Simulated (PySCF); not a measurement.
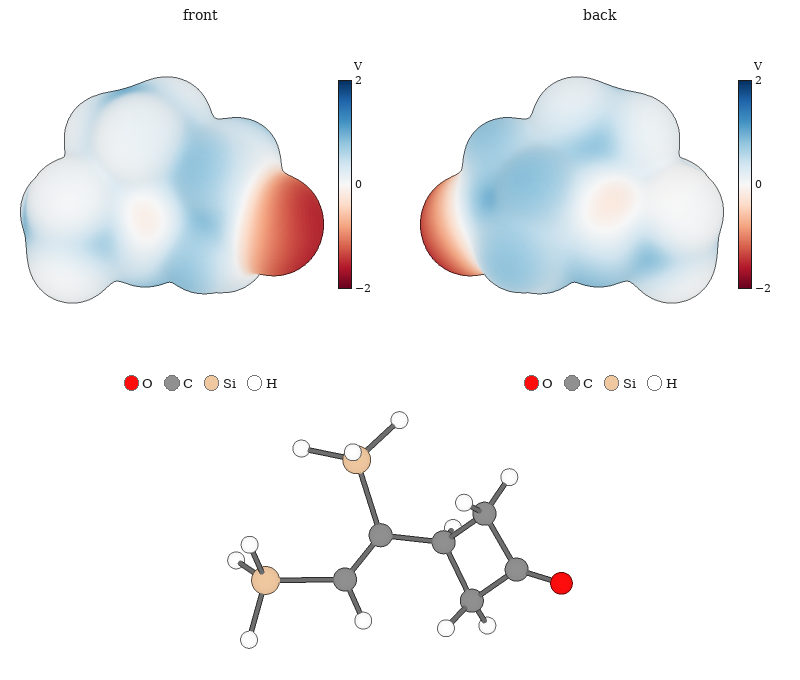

The picture shows: C6H12OSi2 (SMILES O=C1CC(/C([SiH3])=C/[SiH3])C1). The molecular electrostatic potential painted on the density surface at 0.001 e/bohr³, seen from the front and from behind; the colour scale runs from red (negative) to blue (positive). The bare structure is drawn below in the same view.

Geometry: GFN2-xTB.

Level of theory: PySCF 2.14.0, PBE0/pcSseg-1, SCF density, gas phase, non-relativistic.

```yaml
atoms:
  - { symbol: O, position_ang: [-3.9005, -1.2204, -0.3286] }
  - { symbol: C, position_ang: [-2.8176, -0.7843, -0.0678] }
  - { symbol: C, position_ang: [-2.1275, 0.5327, -0.3434] }
  - { symbol: C, position_ang: [-1.0167, 0.1066, 0.6456] }
  - { symbol: C, position_ang: [0.4044, 0.2538, 0.1755] }
  - { symbol: Si, position_ang: [0.8200, 1.9163, -0.6326] }
  - { symbol: C, position_ang: [1.2969, -0.7190, 0.3719] }
  - { symbol: Si, position_ang: [3.1078, -0.7477, -0.1304] }
  - { symbol: C, position_ang: [-1.6394, -1.3079, 0.7194] }
  - { symbol: H, position_ang: [-1.7854, 0.6067, -1.3750] }
  - { symbol: H, position_ang: [-2.7041, 1.4242, -0.1044] }
  - { symbol: H, position_ang: [-1.1215, 0.6349, 1.5983] }
  - { symbol: H, position_ang: [-0.1522, 2.9087, -0.1633] }
  - { symbol: H, position_ang: [2.1677, 2.3338, -0.2496] }
  - { symbol: H, position_ang: [0.7160, 1.7980, -2.0907] }
  - { symbol: H, position_ang: [0.9571, -1.6171, 0.8826] }
  - { symbol: H, position_ang: [3.9176, -0.0281, 0.8579] }
  - { symbol: H, position_ang: [3.2896, -0.1511, -1.4552] }
  - { symbol: H, position_ang: [3.5279, -2.1528, -0.1626] }
  - { symbol: H, position_ang: [-1.8628, -1.7164, 1.7031] }
  - { symbol: H, position_ang: [-1.0863, -2.0539, 0.1488] }
```

Describe the electrostatic potential map.

Answer. The most negative region (about −1.5 V, or −35 kcal/mol for a unit charge) lies over O1, the most positive (about +0.8 V, or +18 kcal/mol for a unit charge) over the C, H and Si atoms. O1 is the likeliest acceptor of a hydrogen bond.

What dipole moment does the calculation give?

Answer. Its dipole moment is 2.42 D.
